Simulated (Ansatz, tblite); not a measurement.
# Cis-[TiF2(H2O)4]+ (F₂H₈O₄Ti+): one state, many levels

Aim: run the doublet of cis-[TiF2(H2O)4]+ (F₂H₈O₄Ti+) at one geometry on many levels, and compare frontier levels, spin and run time.

Method: as each input shows; program: Ansatz 0.2.0, Gaussian basis.

Levels to be run: GFN1-xTB, GFN2-xTB, PBE-D4/def2-TZVP, r2SCAN-D4/def2-TZVP, B2PLYP/def2-TZVP, LDA/def2-TZVP, LC-ωPBE/def2-TZVP, PBE-D4/def2-SVP, PBE0-D4/def2-SVP, HF/STO-3G, MP2/def2-TZVP, RPA/def2-TZVP.

2 further runs of the same task are left out: 2 set aside as unsound or not needed. Runs told in other sessions of the task aren't counted.

### 1 The geometry

The doublet was relaxed beforehand with B3LYP-D4/def2-SVP.

15 atoms, charge 1, spin multiplicity 2.

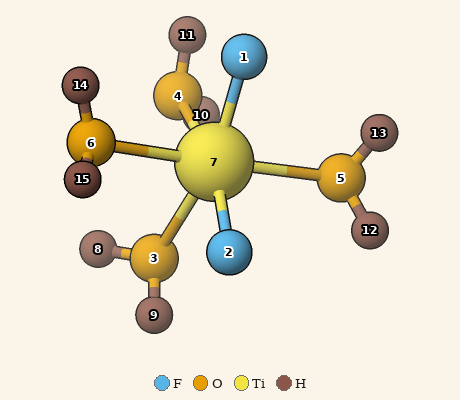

The structure; fluorine blue, oxygen amber, titanium yellow, hydrogen brown; atoms are numbered from 1 in the order of the file.

No spin-orbit coupling is included. The ion is computed in the gas phase, without counter-ions or solvent.

PBE0-D4/def2-TZVP was run before; its log isn't repeated, and its numbers join the tables.

### 2 GFN1-xTB

Tight binding, by tblite at 300 K electronic temperature and without a spin-polarisation term:

```python
tblite.interface.Calculator('GFN1-xTB', numbers, positions, charge=1, uhf=1).singlepoint()
```

Energy -935.2760 eV; 0.01 s.

### 3 GFN2-xTB

Tight binding, by tblite at 300 K electronic temperature and without a spin-polarisation term:

```python
tblite.interface.Calculator('GFN2-xTB', numbers, positions, charge=1, uhf=1).singlepoint()
```

Energy -850.4925 eV; 0.005 s.

### 4 PBE-D4/def2-TZVP

start.molden holds the orbitals of an earlier run on this state, given as this run's starting guess.

Input file in.yaml:

```yaml
crystal:
  periodic: [false, false, false]
  atoms:
    - {symbol: F, position_ang: [-0.137820, 0.018185, 2.074478]}
    - {symbol: F, position_ang: [2.079540, -0.011999, -0.162925]}
    - {symbol: O, position_ang: [0.033071, -0.119987, -1.842238]}
    - {symbol: O, position_ang: [-1.837863, 0.105816, 0.034483]}
    - {symbol: O, position_ang: [0.389853, 2.189907, 0.419655]}
    - {symbol: O, position_ang: [0.437656, -2.188795, 0.427541]}
    - {symbol: Ti, position_ang: [0.372326, -0.000186, 0.361212]}
    - {symbol: H, position_ang: [-0.559996, -0.790915, -2.213700]}
    - {symbol: H, position_ang: [0.853527, -0.152096, -2.359474]}
    - {symbol: H, position_ang: [-2.207718, 0.819263, -0.508067]}
    - {symbol: H, position_ang: [-2.341238, 0.099394, 0.864406]}
    - {symbol: H, position_ang: [1.161830, 2.627868, 0.025735]}
    - {symbol: H, position_ang: [0.320005, 2.535349, 1.325305]}
    - {symbol: H, position_ang: [0.101827, -2.589859, 1.245930]}
    - {symbol: H, position_ang: [1.334978, -2.541964, 0.307640]}
basis:
  gaussian: {orbitals: def2-TZVP, initial_orbitals: start.molden}
total_charge: 1
magnetization: {spin_polarized: true, initial_magnetization: 1}
hamiltonian: {xc: pbe, dispersion: d4}
scf: {omitted_lower_state_checks: [starts]}
output: {forces: true, orbitals: {seedname: orbitals}}
```

Command:

```console
$ ansatz run in.yaml --threads 4 --pin off --events-out ev --progress --plain --max-ram 4787MiB
```

Standard output (excerpt; [...] marks lines left out):

```text
Functional definition: PBE
  name "PBE"
  cite "Perdew, Burke & Ernzerhof, Phys. Rev. Lett. 77, 3865 (1996) doi:10.1103/PhysRevLett.77.3865"
  parent pbe
[...]
1681 factors; their error is unknown
[...]
mean field -36854.69520746 eV, -1354.3850678644 hartree, gradient 1.2e-5 eV, S^2 0.752026; 0 other end points of the search recorded, 0 dependent functions left out
[...]
reference -36854.69526408 eV, -1354.3850699453 hartree; 40, 39 occupied and 239, 240 virtual orbitals, 1681 factors
Total energy: -36854.96041073 eV, -1354.3948139047 hartree
Atom 0 at    -0.137820     0.018185     2.074478 Å, force    -0.147916     0.005948     0.572482 eV/Å
Atom 1 at     2.079540    -0.011999    -0.162925 Å, force     0.573355    -0.001043    -0.155885 eV/Å
Atom 2 at     0.033071    -0.119987    -1.842238 Å, force    -0.060567     0.138820     0.044282 eV/Å
Atom 3 at    -1.837863     0.105816     0.034483 Å, force     0.047956    -0.139986    -0.071044 eV/Å
Atom 4 at     0.389853     2.189907     0.419655 Å, force    -0.146603    -0.033187    -0.098963 eV/Å
Atom 5 at     0.437656    -2.188795     0.427541 Å, force    -0.108406     0.023512    -0.140607 eV/Å
Atom 6 at     0.372326    -0.000186     0.361212 Å, force    -0.236853    -0.001212    -0.225377 eV/Å
Atom 7 at    -0.559996    -0.790915    -2.213700 Å, force    -0.149121    -0.153945    -0.083234 eV/Å
Atom 8 at     0.853527    -0.152096    -2.359474 Å, force     0.179781     0.005708    -0.124027 eV/Å
Atom 9 at    -2.207718     0.819263    -0.508067 Å, force    -0.087105     0.165137    -0.139703 eV/Å
Atom 10 at    -2.341238     0.099394     0.864406 Å, force    -0.121379    -0.016481     0.178892 eV/Å
Atom 11 at     1.161830     2.627868     0.025735 Å, force     0.173748     0.095642    -0.113332 eV/Å
Atom 12 at     0.320005     2.535349     1.325305 Å, force    -0.026857     0.082697     0.213953 eV/Å
Atom 13 at     0.101827    -2.589859     1.245930 Å, force    -0.100664    -0.089727     0.185978 eV/Å
Atom 14 at     1.334978    -2.541964     0.307640 Å, force     0.210630    -0.081883    -0.043415 eV/Å
Dipole moment:    -0.475990     0.008680    -0.478739 e Å
Checks for a lower state left out: starts
```

It took 4.9 s on 4 threads of Intel Xeon 6975P-C, shared host.

Report: HOMO -7.50 eV, LUMO -6.72 eV (over both spins); ⟨S²⟩ 0.752 (pure: 0.75).

### 5 r2SCAN-D4/def2-TZVP

Edit in.yaml of step 4 so:

```diff
@@ -22,4 +22,4 @@
 magnetization: {spin_polarized: true, initial_magnetization: 1}
-hamiltonian: {xc: pbe, dispersion: d4}
+hamiltonian: {xc: r2scan, dispersion: d4}
 scf: {omitted_lower_state_checks: [starts]}
-output: {forces: true, orbitals: {seedname: orbitals}}
+output: {orbitals: {seedname: orbitals}}
```

Same command.

Standard output:

```text
Functional definition: r2SCAN
  name "r2SCAN"
  cite "Furness, Kaplan, Ning, Perdew & Sun, J. Phys. Chem. Lett. 11, 8208 (2020) doi:10.1021/acs.jpclett.0c02405"
  cite "Furness, Kaplan, Ning, Perdew & Sun, J. Phys. Chem. Lett. 11, 9248 (2020) doi:10.1021/acs.jpclett.0c03077"
  parent r2scan
  parameter k0 = 0.174
  parameter k1 = 0.065
  parameter a1 = 4.9479
  exchange = r2scan_x(k0 = k0, k1 = k1, a1 = a1)
  correlation = r2scan_c
these checks for a lower state are left out or cut short: starts
1681 factors; their error is unknown
mean field evaluation 1: about -36867.8398 eV, gradient 4.9e0 eV
mean field evaluation 2: about -36867.9213 eV, gradient 1.2e-1 eV
mean field evaluation 4: about -36867.8947 eV, gradient 3.9e-4 eV
mean field -36867.89470147 eV, -1354.8701403225 hartree, gradient 1.5e-5 eV, S^2 0.752913; 0 other end points of the search recorded, 0 dependent functions left out
reference -36867.89472147 eV, -1354.8701410575 hartree; 40, 39 occupied and 239, 240 virtual orbitals, 1681 factors
Total energy: -36867.96563644 eV, -1354.8727471344 hartree
Checks for a lower state left out: starts
```

Wall time 7.5 s (4 threads of Intel Xeon 6975P-C, shared host); peak memory 0.62 GiB.

HOMO -8.05 eV, LUMO -6.63 eV (over both spins); ⟨S²⟩ 0.753 (pure: 0.75).

### 6 B2PLYP/def2-TZVP

Edit in.yaml of step 5 so:

```diff
@@ -22,4 +22,3 @@
 magnetization: {spin_polarized: true, initial_magnetization: 1}
-hamiltonian: {xc: r2scan, dispersion: d4}
+hamiltonian: {xc: {name: B2PLYP}}
 scf: {omitted_lower_state_checks: [starts]}
-output: {orbitals: {seedname: orbitals}}
```

Same command.

Standard output (excerpt; [...] marks lines left out):

```text
Functional definition: B2PLYP
  name "B2PLYP"
  cite "Grimme, J. Chem. Phys. 124, 034108 (2006) doi:10.1063/1.2148954"
  cite "Becke, Phys. Rev. A 38, 3098 (1988) doi:10.1103/PhysRevA.38.3098"
  cite "Lee, Yang & Parr, Phys. Rev. B 37, 785 (1988) doi:10.1103/PhysRevB.37.785"
[...]
2032 factors; integrals over basis functions are off by at most 1.4e-3 eV
[...]
mean field -36845.53906639 eV, -1354.0485858863 hartree, gradient 2.2e-6 eV, S^2 0.751749; 0 other end points of the search recorded, 0 dependent functions left out
11 core orbitals not correlated: weight in the atoms' cores, before any rotation towards them, 1.000 or more for the frozen orbitals, at most 0.000 for the correlated occupied ones
reference -36845.53924733 eV, -1354.0485925359 hartree; 29, 28 occupied and 239, 240 virtual orbitals, 2032 factors
second order -59.61820496 eV of doubles, -0.00000000 eV of singles
Total energy: -36861.63616267 eV, -1354.6401432638 hartree
Checks for a lower state left out: starts
```

It took 12 s on 4 threads of Intel Xeon 6975P-C, shared host; peak memory 1.1 GiB.

Report: ⟨S²⟩ 0.752 (pure: 0.75).

### 7 LDA/def2-TZVP

Edit in.yaml of step 6 so:

```diff
@@ -22,3 +22,4 @@
 magnetization: {spin_polarized: true, initial_magnetization: 1}
-hamiltonian: {xc: {name: B2PLYP}}
+hamiltonian: {xc: lda}
 scf: {omitted_lower_state_checks: [starts]}
+output: {orbitals: {seedname: orbitals}}
```

Launched as before.

Standard output:

```text
Functional definition: SPW92
  name "SPW92"
  cite "Dirac, Proc. Camb. Phil. Soc. 26, 376 (1930) doi:10.1017/S0305004100016108"
  cite "Slater, Phys. Rev. 81, 385 (1951) doi:10.1103/PhysRev.81.385"
  cite "Perdew & Wang, Phys. Rev. B 45, 13244 (1992) doi:10.1103/PhysRevB.45.13244"
  exchange = slater_x
  correlation = pw_c
these checks for a lower state are left out or cut short: starts
1681 factors; their error is unknown
mean field evaluation 1: about -36724.1416 eV, gradient 4.3e1 eV
mean field evaluation 2: about -36725.0016 eV, gradient 1.4e0 eV
mean field evaluation 4: about -36724.9993 eV, gradient 3.7e-1 eV
mean field evaluation 8: about -36724.9996 eV, gradient 1.4e-5 eV
mean field -36724.99960370 eV, -1349.6188423371 hartree, gradient 2.4e-5 eV, S^2 0.752000; 0 other end points of the search recorded, 0 dependent functions left out
reference -36724.99965579 eV, -1349.6188442516 hartree; 40, 39 occupied and 239, 240 virtual orbitals, 1681 factors
Total energy: -36724.99965579 eV, -1349.6188442516 hartree
Checks for a lower state left out: starts
```

Run time: 2.6 s. Hardware: 4 threads of Intel Xeon 6975P-C, shared host.

Report: HOMO -7.43 eV, LUMO -7.04 eV (over both spins); ⟨S²⟩ 0.752 (pure: 0.75).

### 8 LC-ωPBE/def2-TZVP

Edit in.yaml of step 7 so:

```diff
@@ -22,3 +22,3 @@
 magnetization: {spin_polarized: true, initial_magnetization: 1}
-hamiltonian: {xc: lda}
+hamiltonian: {xc: {name: LC-wPBE}}
 scf: {omitted_lower_state_checks: [starts]}
```

Same command.

Standard output (excerpt; [...] marks lines left out):

```text
Functional definition: LC-wPBE
  name "LC-wPBE"
  cite "Vydrov & Scuseria, J. Chem. Phys. 125, 234109 (2006) doi:10.1063/1.2409292"
  cite "Heyd & Scuseria, J. Chem. Phys. 120, 7274 (2004) doi:10.1063/1.1668634"
  cite "Ernzerhof & Perdew, J. Chem. Phys. 109, 3313 (1998) doi:10.1063/1.476928"
  cite "Perdew, Burke & Ernzerhof, Phys. Rev. Lett. 77, 3865 (1996) doi:10.1103/PhysRevLett.77.3865"
  parent pbe
[...]
1681 factors; their error is unknown
545 factors; integrals over basis functions are off by at most 1.2e-5 eV
[...]
mean field -36862.72571075 eV, -1354.6801834173 hartree, gradient 7.8e-6 eV, S^2 0.751524; 0 other end points of the search recorded, 0 dependent functions left out
reference -36862.72571076 eV, -1354.6801834177 hartree; 40, 39 occupied and 239, 240 virtual orbitals, 1681 factors
Total energy: -36862.72571076 eV, -1354.6801834177 hartree
Checks for a lower state left out: starts
```

Run time: 12 s. Hardware: 4 threads of Intel Xeon 6975P-C, shared host; peak memory 1.5 GiB.

Report: HOMO -13.01 eV, LUMO -2.94 eV (over both spins); ⟨S²⟩ 0.752 (pure: 0.75).

### 9 PBE-D4/def2-SVP

Edit in.yaml of step 8 so:

```diff
@@ -19,6 +19,6 @@
 basis:
-  gaussian: {orbitals: def2-TZVP, initial_orbitals: start.molden}
+  gaussian: {orbitals: def2-SVP, initial_orbitals: start.molden}
 total_charge: 1
 magnetization: {spin_polarized: true, initial_magnetization: 1}
-hamiltonian: {xc: {name: LC-wPBE}}
+hamiltonian: {xc: pbe, dispersion: d4}
 scf: {omitted_lower_state_checks: [starts]}
```

The command is unchanged.

Standard output:

```text
Functional definition: PBE
  name "PBE"
  cite "Perdew, Burke & Ernzerhof, Phys. Rev. Lett. 77, 3865 (1996) doi:10.1103/PhysRevLett.77.3865"
  parent pbe
  parameter kappa = 0.804
  parameter beta = 0.06672455060314922
  exchange = pbe_x(kappa = kappa, mu = beta*pi^2/3)
  correlation = pbe_c(beta = beta)
these checks for a lower state are left out or cut short: starts
1712 factors; their error is unknown
mean field evaluation 1: about -36834.0710 eV, gradient 1.2e1 eV
mean field evaluation 2: about -36834.8119 eV, gradient 5.6e-1 eV
mean field evaluation 4: about -36834.7550 eV, gradient 8.9e-2 eV
mean field evaluation 8: about -36834.7551 eV, gradient 1.5e-5 eV
mean field -36834.75507280 eV, -1353.6522814317 hartree, gradient 1.5e-5 eV, S^2 0.752158; 0 other end points of the search recorded, 0 dependent functions left out
reference -36834.75518132 eV, -1353.6522854198 hartree; 40, 39 occupied and 115, 116 virtual orbitals, 1712 factors
Total energy: -36835.02032797 eV, -1353.6620293793 hartree
Checks for a lower state left out: starts
```

Run time: 2.2 s. Hardware: 4 threads of Intel Xeon 6975P-C, shared host.

From the report: HOMO -7.18 eV, LUMO -6.40 eV (over both spins); ⟨S²⟩ 0.752 (pure: 0.75).

### 10 PBE0-D4/def2-SVP

Edit in.yaml of step 9 so:

```diff
@@ -22,3 +22,3 @@
 magnetization: {spin_polarized: true, initial_magnetization: 1}
-hamiltonian: {xc: pbe, dispersion: d4}
+hamiltonian: {xc: pbe0, dispersion: d4}
 scf: {omitted_lower_state_checks: [starts]}
```

Same command.

Standard output (excerpt; [...] marks lines left out):

```text
Functional definition: PBE0
  name "PBE0"
  cite "Adamo & Barone, J. Chem. Phys. 110, 6158 (1999) doi:10.1063/1.478522"
  cite "Perdew, Burke & Ernzerhof, Phys. Rev. Lett. 77, 3865 (1996) doi:10.1103/PhysRevLett.77.3865"
  parent pbe
[...]
1533 factors; integrals over basis functions are off by at most 1.4e-3 eV
[...]
mean field -36835.54459387 eV, -1353.6812957958 hartree, gradient 1.5e-5 eV, S^2 0.752030; 0 other end points of the search recorded, 0 dependent functions left out
reference -36835.54467444 eV, -1353.6812987569 hartree; 40, 39 occupied and 115, 116 virtual orbitals, 1533 factors
Total energy: -36835.77135134 eV, -1353.6896289793 hartree
Checks for a lower state left out: starts
```

Run time: 4.1 s. Hardware: 4 threads of Intel Xeon 6975P-C, shared host; peak memory 0.63 GiB.

From the report: HOMO -9.84 eV, LUMO -5.31 eV (over both spins); ⟨S²⟩ 0.752 (pure: 0.75).

### 11 HF/STO-3G

Edit in.yaml of step 10 so:

```diff
@@ -19,6 +19,6 @@
 basis:
-  gaussian: {orbitals: def2-SVP, initial_orbitals: start.molden}
+  gaussian: {orbitals: STO-3G}
 total_charge: 1
 magnetization: {spin_polarized: true, initial_magnetization: 1}
-hamiltonian: {xc: pbe0, dispersion: d4}
+hamiltonian: {xc: hf}
 scf: {omitted_lower_state_checks: [starts]}
```

The command is unchanged.

Standard output:

```text
Functional definition: HF
  name "HF"
  cite "Fock, Z. Phys. 61, 126 (1930) doi:10.1007/BF01340294"
  parent pbe
  exchange = exact_x
  correlation = 0
these checks for a lower state are left out or cut short: starts
799 factors; integrals over basis functions are off by at most 1.7e-4 eV
mean field evaluation 1: about -36345.3973 eV, gradient 3.1e1 eV
mean field evaluation 2: about -36345.6559 eV, gradient 3.1e1 eV
mean field evaluation 4: about -36353.6293 eV, gradient 3.4e0 eV
mean field evaluation 8: about -36354.2505 eV, gradient 5.9e-1 eV
mean field evaluation 16: about -36355.5350 eV, gradient 1.1e-1 eV
mean field -36355.53603429 eV, -1336.0413065926 hartree, gradient 2.6e-5 eV, S^2 0.752489; 0 other end points of the search recorded, 0 dependent functions left out
reference -36355.53603429 eV, -1336.0413065926 hartree; 40, 39 occupied and 16, 17 virtual orbitals, 799 factors
Total energy: -36355.53603429 eV, -1336.0413065926 hartree
Checks for a lower state left out: starts
```

It took 0.55 s on 4 threads of Intel Xeon 6975P-C, shared host.

HOMO -6.62 eV, LUMO 5.29 eV (over both spins); ⟨S²⟩ 0.752 (pure: 0.75).

### 12 MP2/def2-TZVP

Edit in.yaml of step 11 so:

```diff
@@ -19,6 +19,6 @@
 basis:
-  gaussian: {orbitals: STO-3G}
+  gaussian: {orbitals: def2-TZVP, initial_orbitals: start.molden}
 total_charge: 1
 magnetization: {spin_polarized: true, initial_magnetization: 1}
-hamiltonian: {xc: hf}
+correlation: {method: mp2}
 scf: {omitted_lower_state_checks: [starts]}
```

The command is unchanged.

Standard output:

```text
Functional definition: HF
  name "HF"
  cite "Fock, Z. Phys. 61, 126 (1930) doi:10.1007/BF01340294"
  parent pbe
  exchange = exact_x
  correlation = 0
these checks for a lower state are left out or cut short: starts
2032 factors; integrals over basis functions are off by at most 1.4e-3 eV
mean field evaluation 1: about -36780.2563 eV, gradient 2.8e1 eV
mean field evaluation 2: about -36782.0493 eV, gradient 2.4e0 eV
mean field evaluation 4: about -36782.1173 eV, gradient 1.4e-1 eV
mean field evaluation 8: about -36782.1174 eV, gradient 3.5e-6 eV
mean field -36782.11744908 eV, -1351.7178844391 hartree, gradient 3.5e-6 eV, S^2 0.752275; 0 other end points of the search recorded, 0 dependent functions left out
11 core orbitals not correlated: weight in the atoms' cores, before any rotation towards them, 1.000 or more for the frozen orbitals, at most 0.000 for the correlated occupied ones
reference -36782.11744908 eV, -1351.7178844391 hartree; 29, 28 occupied and 239, 240 virtual orbitals, 2032 factors
second order -49.48433121 eV of doubles, -0.00000000 eV of singles
Total energy: -36831.60178029 eV, -1353.5364000692 hartree
Checks for a lower state left out: starts
```

Run time: 9 s. Hardware: 4 threads of Intel Xeon 6975P-C, shared host; peak memory 1.1 GiB.

Report: Hartree-Fock HOMO -16.53 eV, LUMO -1.86 eV (over both spins); ⟨S²⟩ 0.752 (pure: 0.75).

### 13 RPA/def2-TZVP

Edit in.yaml of step 12 so:

```diff
@@ -22,4 +22,4 @@
 magnetization: {spin_polarized: true, initial_magnetization: 1}
-correlation: {method: mp2}
+hamiltonian: {xc: pbe}
+correlation: {method: rpa}
 scf: {omitted_lower_state_checks: [starts]}
-output: {orbitals: {seedname: orbitals}}
```

Launched as before.

Standard output (excerpt; [...] marks lines left out):

```text
Functional definition: PBE
  name "PBE"
  cite "Perdew, Burke & Ernzerhof, Phys. Rev. Lett. 77, 3865 (1996) doi:10.1103/PhysRevLett.77.3865"
  parent pbe
[...]
2032 factors; integrals over basis functions are off by at most 1.4e-3 eV
[...]
mean field -36854.69489176 eV, -1354.3850562627 hartree, gradient 9.4e-7 eV, S^2 0.752026; 0 other end points of the search recorded, 0 dependent functions left out
11 core orbitals not correlated: weight in the atoms' cores, before any rotation towards them, 1.000 or more for the frozen orbitals, at most 0.000 for the correlated occupied ones
reference -36778.34896854 eV, -1351.5793953336 hartree; 29, 28 occupied and 239, 240 virtual orbitals, 2032 factors
Total energy: -36854.52372398 eV, -1354.3787659628 hartree
Checks for a lower state left out: starts
```

Wall time 12 s (4 threads of Intel Xeon 6975P-C, shared host); peak memory 1.1 GiB.

From the report: ⟨S²⟩ 0.752 (pure: 0.75).

### 14 Comparison

```csv
level,functions,HOMO (eV),LUMO (eV),gap (eV),⟨S²⟩,time
HF/STO-3G,56,-6.62,5.29,11.90,0.752,0.55 s
LDA/def2-TZVP,279,-7.43,-7.04,0.39,0.752,2.6 s
PBE-D4/def2-SVP,155,-7.18,-6.40,0.78,0.752,2.2 s
PBE-D4/def2-TZVP,279,-7.50,-6.72,0.77,0.752,4.9 s
r2SCAN-D4/def2-TZVP,279,-8.05,-6.63,1.42,0.753,7.5 s
PBE0-D4/def2-SVP,155,-9.84,-5.31,4.54,0.752,4.1 s
PBE0-D4/def2-TZVP,279,-9.97,-5.43,4.54,0.752,12 s
LC-ωPBE/def2-TZVP,279,-13.01,-2.94,10.07,0.752,12 s
```

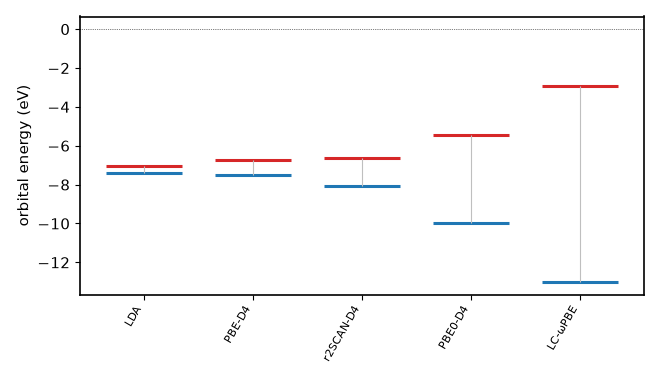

Highest filled (blue) and lowest empty (red) level in def2-TZVP, over both spins.

Energy pieces by basis (eV):

| basis | HF | MP2 correlation | total |
| --- | --- | --- | --- |
| def2-TZVP | -36782.1174 | -49.4843 | -36831.6018 (MP2) |

### 15 What came out

| quantity | value |
| --- | --- |
| gap in def2-TZVP, named functionals, smallest and largest | 0.39 eV (LDA), 10.07 eV (LC-ωPBE) |
| correlation energy, MP2/def2-TZVP | -49.48 eV |
| ⟨S²⟩ in def2-TZVP, named functionals, smallest and largest | 0.752, 0.753 |
| PBE0 total energy, smallest basis above largest | 19.73 eV (def2-SVP, def2-TZVP) |

In words: Over the named functionals in def2-TZVP the gap runs from 0.39 eV (LDA) to 10.07 eV (LC-ωPBE); exact exchange widens it.

The slowest run with a step of its own, B2PLYP/def2-TZVP, took 12 s; the quickest functional in def2-TZVP took 2.6 s (shared host).
